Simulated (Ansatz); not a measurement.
# BGeO+ (singlet): one geometry, many settings

What do other methods and options give for BGeO+ (singlet) at this geometry, and how long do they take?

Method: the settings change from run to run; program: Ansatz 0.2.0, Gaussian basis.

26 further runs of the same task are left out: 6 for a known fault of the program, 9 that didn't finish, 11 set aside as unsound or not needed.

## 1. The system

The geometry is a PBE0/def2-TZVP stationary point (not a proven minimum) of the parent state, kept for this charge and spin. No spin-orbit coupling is included. The filled d shell of Ge may be among the frozen orbitals whatever the setting's name suggests; the logs give the count.

3 atoms, charge 1, spin multiplicity 1.

Atoms are counted from 1 here; the program's logs count them from 0.

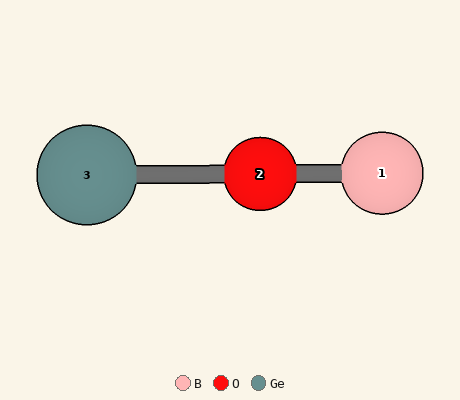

The structure; boron pink, oxygen red, germanium teal; atoms are numbered from 1 in the order of the file.

## 2. NEVPT2(8,5)/STO-3G

The input, in.yaml:

```yaml
crystal:
  periodic: [false, false, false]
  atoms:
    - {symbol: B, position_ang: [0.000000, 0.000000, -1.463800]}
    - {symbol: O, position_ang: [0.000000, 0.000000, -0.181300]}
    - {symbol: Ge, position_ang: [0.000000, 0.000000, 1.645100]}
basis:
  gaussian: {orbitals: STO-3G}
total_charge: 1
hamiltonian: {pseudopotentials: {relativity: none}}
correlation: {method: sc_nevpt2, electrons: outside_noble_gas, active_space: {window: {electrons: 8, orbitals: 5}}}
```

Run with:

```sh
ansatz run in.yaml --threads 1 --pin off --events-out ev --progress --plain --max-ram 2393MiB
```

What it wrote:

```text
Functional definition: HF
  name "HF"
  cite "Fock, Z. Phys. 61, 126 (1930) doi:10.1007/BF01340294"
  parent pbe
  exchange = exact_x
  correlation = 0
311 factors; integrals over basis functions are off by at most 4.3e-5 eV
mean field evaluation 1: about -58491.1572 eV, gradient 3.6e1 eV
mean field evaluation 2: about -58491.2103 eV, gradient 3.6e1 eV
mean field evaluation 4: about -58496.3977 eV, gradient 2.0e0 eV
mean field evaluation 8: about -58496.4309 eV, gradient 5.1e-2 eV
mean field evaluation 16: about -58495.3489 eV, gradient 1.2e1 eV
mean field -58496.43094207 eV, -2149.7041868161 hartree, gradient 1.4e-6 eV, S^2 0.000000; 2 other end points of the search recorded, 0 dependent functions left out; unrestricted orbitals would lower it
reference -58496.43094207 eV, -2149.7041868161 hartree; 22, 22 occupied and 6, 6 virtual orbitals, 311 factors
state -58496.95536774 eV, -2149.7234591038 hartree
state -58496.95536774 eV, -2149.7234591038 hartree; corrected -58499.60544392 eV, -2149.8208476074 hartree
state -58496.81453765 eV, -2149.7182836935 hartree
state -58496.81453765 eV, -2149.7182836935 hartree; corrected -58499.55990434 eV, -2149.8191740586 hartree
state -58496.95536774 eV, -2149.7234591038 hartree; corrected -58499.60544392 eV, -2149.8208476074 hartree
2 active orbitals were swapped for others, from the solution at -58496.81452420 eV, -2149.7182831995 hartree to that at -58496.95499591 eV, -2149.7234454395 hartree; typed "places" are swapped only where nearly empty or full, and so, without "given_window_search", are "orbital_numbers", "shells" and a window whose orbitals a file names under [Active]
WARN: 2 active orbitals are nearly empty or full. The corrections depend on them more than the energy does, and are more stable in an active space without them
Total energy: -58499.60544392 eV, -2149.8208476074 hartree
```

Run time: 1.3 s. Hardware: 1 thread of Arm Neoverse V2, shared host.

From the report: 13 determinants; active occupations 2.00, 2.00, 2.00, 1.94, 0.06. The report marks this result as in doubt.

## 3. BCCD(T) on UHF/cc-pVDZ

The input, in.yaml:

```yaml
crystal:
  periodic: [false, false, false]
  atoms:
    - {symbol: B, position_ang: [0.000000, 0.000000, -1.463800]}
    - {symbol: O, position_ang: [0.000000, 0.000000, -0.181300]}
    - {symbol: Ge, position_ang: [0.000000, 0.000000, 1.645100]}
basis:
  gaussian: {orbitals: cc-pVDZ}
total_charge: 1
magnetization: {spin_polarized: true, initial_magnetization: 0}
correlation: {method: bccd_t, electrons: valence}
```

Launched as before.

What it wrote (excerpt; [...] marks lines left out):

```text
Functional definition: HF
  name "HF"
  cite "Fock, Z. Phys. 61, 126 (1930) doi:10.1007/BF01340294"
  parent pbe
[...]
589 factors; integrals over basis functions are off by at most 7.6e-4 eV
[...]
mean field -59173.52530439 eV, -2174.5869456804 hartree, gradient 7.2e-8 eV, S^2 0.005502; 12 other end points of the search recorded, 0 dependent functions left out
determinant -59173.52530439 eV, -2174.5869456804 hartree, with singles and doubles -59182.55838610 eV, -2174.9189053103 hartree
determinant -59173.38931605 eV, -2174.5819482009 hartree, with singles and doubles -59181.65293404 eV, -2174.8856305608 hartree
determinant -59173.00435200 eV, -2174.5678010330 hartree, with singles and doubles -59181.98766552 eV, -2174.8979317158 hartree
11 core orbitals not correlated: weight in the atoms' cores, before any rotation towards them, 1.000 or more for the frozen orbitals, at most 0.000 for the correlated occupied ones
reference -59173.52530439 eV, -2174.5869456804 hartree; 11, 11 occupied and 33, 33 virtual orbitals, 589 factors
second order -8.31745385 eV of doubles, -0.00000000 eV of singles
cycle   1  -8.99518154 eV  change    3.8e-2 eV  update   1.5e-2
[...]
cycle  13  -9.00199102 eV  change    2.4e-6 eV  update   8.3e-6
perturbative correction -0.36742454 eV, -0.0135026027 hartree
Total energy: -59182.89471995 eV, -2174.9312653514 hartree
```

Run time: 12 s. Hardware: 1 thread of Arm Neoverse V2, shared host.

From the report: ⟨S²⟩ of the determinant 0.006 (pure singlet: 0.00); correlation -9.3694 eV; largest double amplitude 0.11.

## 4. BCCD(T)/6-31G

in.yaml: that of step 3 with these lines changed.

```diff
@@ -7,5 +7,6 @@
 basis:
-  gaussian: {orbitals: cc-pVDZ}
+  gaussian: {orbitals: 6-31G}
 total_charge: 1
 magnetization: {spin_polarized: true, initial_magnetization: 0}
-correlation: {method: bccd_t, electrons: valence}
+hamiltonian: {xc: {name: PBE}}
+correlation: {method: bccd_t, electrons: outside_noble_gas}
```

Launched as before.

What it wrote (excerpt; [...] marks lines left out):

```text
Functional definition: PBE
  name "PBE"
  cite "Perdew, Burke & Ernzerhof, Phys. Rev. Lett. 77, 3865 (1996) doi:10.1103/PhysRevLett.77.3865"
  parent pbe
[...]
452 factors; integrals over basis functions are off by at most 5.4e-4 eV
[...]
mean field -59210.15652355 eV, -2175.9331181550 hartree, gradient 6.8e-6 eV, S^2 0.397773; 16 other end points of the search recorded, 0 dependent functions left out
16 core orbitals not correlated: weight in the atoms' cores, before any rotation towards them, 0.992 or more for the frozen orbitals, at most 0.008 for the correlated occupied ones
reference -59163.17733954 eV, -2174.2066649862 hartree; 6, 6 occupied and 25, 25 virtual orbitals, 452 factors
second order -6.27423972 eV of doubles, -0.63951763 eV of singles
cycle   1  -6.29020831 eV  change   -2.3e-1 eV  update   1.0e-1
[...]
cycle  24  -7.09308576 eV  change    4.3e-6 eV  update   3.6e-6
perturbative correction -0.23028615 eV, -0.0084628599 hartree
WARN: these amplitudes may be one of several solutions (largest doubles amplitude 0.12, level shift 3.82 eV)
Total energy: -59170.50071145 eV, -2174.4757939400 hartree
```

Run time: 16 s. Hardware: 1 thread of Arm Neoverse V2, shared host.

From the report: ⟨S²⟩ of the determinant 0.398 (pure singlet: 0.00); correlation -7.3234 eV; largest double amplitude 0.12. The report flags that the cluster equations may have other roots.

## 5. HF/cc-pVDZ

The input, in.yaml:

```yaml
crystal:
  periodic: [false, false, false]
  atoms:
    - {symbol: B, position_ang: [0.000000, 0.000000, -1.463800]}
    - {symbol: O, position_ang: [0.000000, 0.000000, -0.181300]}
    - {symbol: Ge, position_ang: [0.000000, 0.000000, 1.645100]}
basis:
  gaussian: {orbitals: cc-pVDZ}
total_charge: 1
magnetization: {spin_polarized: false}
hamiltonian: {xc: hf}
scf: {lower_state_search: full}
output: {orbitals: {seedname: orbitals}}
```

The command is unchanged.

What it wrote:

```text
Functional definition: HF
  name "HF"
  cite "Fock, Z. Phys. 61, 126 (1930) doi:10.1007/BF01340294"
  parent pbe
  exchange = exact_x
  correlation = 0
589 factors; integrals over basis functions are off by at most 7.6e-4 eV
mean field evaluation 1: about -59164.1665 eV, gradient 6.9e1 eV
mean field evaluation 2: about -59164.2375 eV, gradient 6.8e1 eV
mean field evaluation 4: about -59173.4039 eV, gradient 4.4e0 eV
mean field evaluation 8: about -59173.5248 eV, gradient 3.0e-1 eV
mean field evaluation 16: about -59154.4081 eV, gradient 6.4e1 eV
mean field -59173.52528721 eV, -2174.5869450490 hartree, gradient 5.0e-6 eV, S^2 0.000000; 0 other end points of the search recorded, 0 dependent functions left out
reference -59173.52528721 eV, -2174.5869450490 hartree; 22, 22 occupied and 33, 33 virtual orbitals, 589 factors
Total energy: -59173.52528721 eV, -2174.5869450490 hartree
```

Run time: 0.54 s. Hardware: 1 thread of Arm Neoverse V2, shared host.

## 6. CCSD(T) on RHF/def2-SVPD

in.yaml: that of step 5 with these lines changed.

```diff
@@ -7,7 +7,7 @@
 basis:
-  gaussian: {orbitals: cc-pVDZ}
+  gaussian: {orbitals: def2-SVPD}
 total_charge: 1
 magnetization: {spin_polarized: false}
-hamiltonian: {xc: hf}
-scf: {lower_state_search: full}
-output: {orbitals: {seedname: orbitals}}
+correlation: {method: ccsd_t, electrons: valence}
+scf: {lower_state_search: off}
+output: {forces: true}
```

Same command.

What it wrote (excerpt; [...] marks lines left out):

```text
Functional definition: HF
  name "HF"
  cite "Fock, Z. Phys. 61, 126 (1930) doi:10.1007/BF01340294"
  parent pbe
[...]
786 factors; integrals over basis functions are off by at most 6.6e-4 eV
[...]
mean field -59165.01576405 eV, -2174.2742258409 hartree, gradient 7.9e-6 eV, S^2 0.000000; 0 other end points of the search recorded, 0 dependent functions left out; unrestricted orbitals would lower it
11 core orbitals not correlated: weight in the atoms' cores, before any rotation towards them, 1.000 or more for the frozen orbitals, at most 0.000 for the correlated occupied ones
reference -59165.01576405 eV, -2174.2742258409 hartree; 11, 11 occupied and 59, 59 virtual orbitals, 786 factors
second order -11.72709130 eV of doubles, -0.00000000 eV of singles
cycle   1  -11.51457854 eV  change    2.1e-1 eV  update   1.2e-1
[...]
cycle  13  -12.14689120 eV  change    4.4e-6 eV  update   2.5e-6
perturbative correction -0.43755242 eV, -0.0160797550 hartree
[...]
Total energy: -59177.60020767 eV, -2174.7366956138 hartree
Atom 0 at     0.000000     0.000000    -1.463800 Å, force     0.000000    -0.000000    -3.602601 eV/Å
Atom 1 at     0.000000     0.000000    -0.181300 Å, force    -0.000000    -0.000000     5.586244 eV/Å
Atom 2 at     0.000000     0.000000     1.645100 Å, force    -0.000000     0.000000    -1.983643 eV/Å
Dipole moment:     0.000000    -0.000000     1.056756 e Å
Checks for a lower state left out: starts, cluster_reference, orbital_swaps, neighbouring_geometries, increment
```

It took 15 s on 1 thread of Arm Neoverse V2, shared host; peak memory 0.29 GiB.

From the report: correlation -12.5844 eV; T1 0.018; largest double amplitude 0.09.

## 7. CCSDTQ on UHF/STO-3G

The input, in.yaml:

```yaml
crystal:
  periodic: [false, false, false]
  atoms:
    - {symbol: B, position_ang: [0.000000, 0.000000, -1.463800]}
    - {symbol: O, position_ang: [0.000000, 0.000000, -0.181300]}
    - {symbol: Ge, position_ang: [0.000000, 0.000000, 1.645100]}
basis:
  gaussian: {orbitals: STO-3G}
total_charge: 1
magnetization: {spin_polarized: true, initial_magnetization: 0}
correlation: {method: ccsdtq, electrons: outside_noble_gas}
scf: {omitted_lower_state_checks: [cluster_reference]}
```

The command is unchanged.

What it wrote (excerpt; [...] marks lines left out):

```text
Functional definition: HF
  name "HF"
  cite "Fock, Z. Phys. 61, 126 (1930) doi:10.1007/BF01340294"
  parent pbe
[...]
387 factors; integrals over basis functions are off by at most 5.0e-8 eV
[...]
mean field -58497.02905716 eV, -2149.7261671400 hartree, gradient 2.5e-6 eV, S^2 1.041484; 10 other end points of the search recorded, 0 dependent functions left out
16 core orbitals not correlated, not the lowest: weight in the atoms' cores, before any rotation towards them, 0.933 or more for the frozen orbitals, at most 0.072 for the correlated occupied ones
reference -58497.02905716 eV, -2149.7261671400 hartree; 6, 6 occupied and 6, 6 virtual orbitals, 387 factors
second order -3.07933667 eV of doubles, -0.00000000 eV of singles
cycle   1  -2.95493868 eV  change    1.2e-1 eV  update   1.5e-1
[...]
cycle  35  -3.91985357 eV  change   -3.0e-8 eV  update   9.0e-7
WARN: the results are in doubt because among natural orbitals full CI differs from the method by +0.231 eV
Total energy: -58500.94891073 eV, -2149.8702191019 hartree
In doubt: among natural orbitals full CI differs from the method by +0.231 eV
Checks for a lower state left out: cluster_reference
```

Run time: 34 s. Hardware: 1 thread of Arm Neoverse V2, shared host; peak memory 0.49 GiB.

From the report: ⟨S²⟩ of the determinant 1.041 (pure singlet: 0.00); correlation -3.9199 eV; T1 0.044; largest double amplitude 0.80. The determinant is far from a pure spin state, so its energy mixes those of several spin states (harmless only where they are near-degenerate, as at dissociation). The program marks this result as in doubt; its last lines say why.

## 8. The runs in one table

Where basis and cores are those of an earlier RCCSDT(Q)/cc-pVDZ run (-59182.5092 eV), and the state is the same kind, the miss against it is given. † marks a result that the program doubts.

| level | correlated | functions | energy (eV) | from RCCSDT(Q) (meV) | time |
| --- | --- | --- | --- | --- | --- |
| NEVPT2(8,5)/STO-3G † | outside noble gas | 28 | -58499.6054 |  | 1.3 s |
| BCCD(T) on UHF/cc-pVDZ | valence | 55 | -59182.8947 |  | 12 s |
| BCCD(T)/6-31G (on PBE orbitals) † | outside noble gas | 47 | -59170.5007 |  | 16 s |
| HF/cc-pVDZ |  | 55 | -59173.5253 | 8983.9 | 0.54 s |
| CCSD(T) on RHF/def2-SVPD | valence | 81 | -59177.6002 |  | 15 s |
| CCSDTQ on UHF/STO-3G † | outside noble gas | 28 | -58500.9489 |  | 34 s |

## 9. Outcome

| quantity | value |
| --- | --- |
| runs | 6 |
| quickest | HF/cc-pVDZ, 0.54 s |
| slowest | CCSDTQ on UHF/STO-3G †, 34 s |

**Reading.** Total energies in different bases, with other cores or another treatment of relativity can't be set against each other. CCSDTQ on UHF/STO-3G † took 63 times as long as HF/cc-pVDZ; the jobs differ in more than the method. Hartree-Fock, CASSCF and CASCI lack dynamic correlation by design.
